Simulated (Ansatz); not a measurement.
# ZrO (SMILES [O][Zr]) at wB97X/def2-TZVP (core potential)

Aim: the energy change on altering one bond length of ZrO at wB97X/def2-TZVP (core potential), from 2 runs. 

The calculation is run with Ansatz 0.2.0.

### 1 The structure to begin with

The species is ZrO (2 atoms), meant as a singlet with charge 0. As SMILES, `[O][Zr]`. Geometry: the measured bond length.

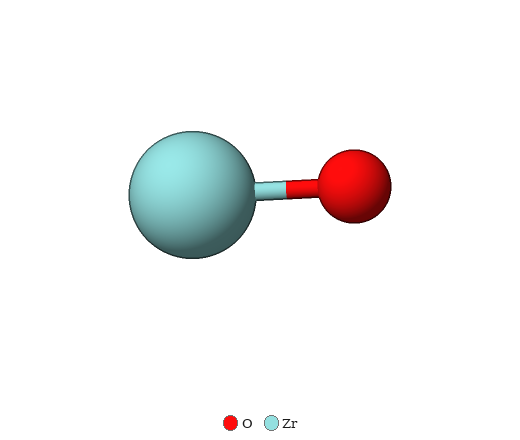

The structure, seen from a chosen angle (oxygen red, zirconium light teal).

### 2 A single-point energy at wB97X/def2-TZVP (core potential)

The input, job.yaml:

```yaml
crystal:
  periodic: [false, false, false]
  atoms:
    - {symbol: O, position_ang: [0.000000, 0.000000, 0.000000]}
    - {symbol: Zr, position_ang: [0.000000, 0.000000, 1.711600]}
basis:
  gaussian: {orbitals: def2-TZVP}
accuracy: high
output: {orbitals: {seedname: orbitals}}
hamiltonian: {xc: {name: wB97X}}
```

The run is started by

```
ansatz run job.yaml --threads 1 --pin off --max-ram 3480MiB --events-out events.jsonl --progress --plain --runs-dir runs
```

The program printed:

```text
Warning: RAYON_NUM_THREADS=1 ignored (pool sized by the plan → 1); use --threads N
Functional definition: wB97X
  name "wB97X"
  parameter omega = 0.3/bohr
  parameter cx = 0.157706
  parameter cx1 = 0.726479
  parameter cx2 = 1.04760
  parameter cx3 = -5.70635
  parameter cx4 = 13.2794
  parameter css1 = -4.33879
  parameter css2 = 18.2308
  parameter css3 = -31.7430
  parameter css4 = 17.2901
  parameter cos1 = 2.37031
  parameter cos2 = -11.3995
  parameter cos3 = 6.58405
  parameter cos4 = -3.78132
  exchange = spin_sum(e_x_unif_sr(omega)*poly(b97_u_x, 1 - cx, cx1, cx2, cx3, cx4)) + cx*exact_x_sr(omega)
      + exact_x_lr(omega)
  correlation = spin_sum(e_c_pw_same_spin*poly(b97_u_same, 1, css1, css2, css3, css4))
      + integral(e_c_pw_opposite_spin*poly(b97_u_opposite, 1, cos1, cos2, cos3, cos4))
1124 factors; integrals over basis functions are off by at most 3.6e-9 eV
295 factors; integrals over basis functions are off by at most 1.0e-9 eV
mean field evaluation 1: about -3314.3020 eV, gradient 7.8e1 eV
mean field evaluation 2: about -3219.0414 eV, gradient 2.2e2 eV
mean field evaluation 4: about -3326.3987 eV, gradient 4.2e0 eV
mean field evaluation 8: about -3326.4439 eV, gradient 3.9e-1 eV
mean field evaluation 16: about -3326.4444 eV, gradient 1.5e-4 eV
mean field -3326.44437291 eV, -122.2445759596 hartree, gradient 1.9e-8 eV, S^2 0.000000; 0 other end points of the search recorded, 0 dependent functions left out
reference -3326.44437016 eV, -122.2445758583 hartree; 10, 10 occupied and 61, 61 virtual orbitals, 1124 factors
Total energy: -3326.44437016 eV, -122.2445758583 hartree
```

Wall time 16 s (1 thread of Arm Neoverse V1, shared host); peak memory 0.39 GiB.

### 3 The distorted shape at the same level

The input, input.yaml:

```yaml
crystal:
  periodic: [false, false, false]
  atoms:
    - symbol: O
      position_ang: [0.000000, 0.000000, -0.513500]
    - symbol: Zr
      position_ang: [0.000000, 0.000000, 1.711600]
basis:
  gaussian: {orbitals: def2-TZVP}
magnetization: {spin_polarized: false}
hamiltonian: {xc: {name: wB97X}}
accuracy: high
output: {orbitals: {seedname: orbitals}}
```

The run is started by

```
ansatz run input.yaml --threads 1 --pin off --max-ram 3480MiB --events-out events.jsonl --progress --plain --runs-dir runs
```

The program printed, shortened:

```text
Warning: RAYON_NUM_THREADS=1 ignored (pool sized by the plan → 1); use --threads N
[... 2 set-up lines as earlier in the session ...]
[...]
      + exact_x_lr(omega)
[...]
      + integral(e_c_pw_opposite_spin*poly(b97_u_opposite, 1, cos1, cos2, cos3, cos4))
1112 factors; integrals over basis functions are off by at most 3.5e-9 eV
304 factors; integrals over basis functions are off by at most 1.8e-9 eV
[...]
mean field -3322.91263013 eV, -122.1147868063 hartree, gradient 7.8e-8 eV, S^2 0.000000; 0 other end points of the search recorded, 0 dependent functions left out
reference -3322.91262703 eV, -122.1147866924 hartree; 10, 10 occupied and 61, 61 virtual orbitals, 1112 factors
Total energy: -3322.91262703 eV, -122.1147866924 hartree
```

It took 18 s on 1 thread of Arm Neoverse V1, shared host; peak memory 0.39 GiB.

### 4 Outcome

At wB97X/def2-TZVP (core potential):

| quantity | value |
| --- | --- |
| first shape: total energy | -122.24458 Eh |
| first shape: HOMO energy | -7.13 eV |
| first shape: LUMO energy | -0.72 eV |
| first shape: HOMO–LUMO gap | 6.42 eV |
| distorted shape: total energy | -122.11479 Eh |
| distorted shape: HOMO energy | -7.96 eV |
| distorted shape: LUMO energy | -1.62 eV |
| distorted shape: HOMO–LUMO gap | 6.34 eV |
| energy change with the O1–Zr2 bond stretched from 1.712 to 2.225 Å | 3.532 eV |

In words: With the O1–Zr2 bond stretched from 1.712 to 2.225 Å the energy rises by 3.53 eV (341 kJ/mol). The first shape isn't relaxed at this level, so the change isn't measured from a minimum.
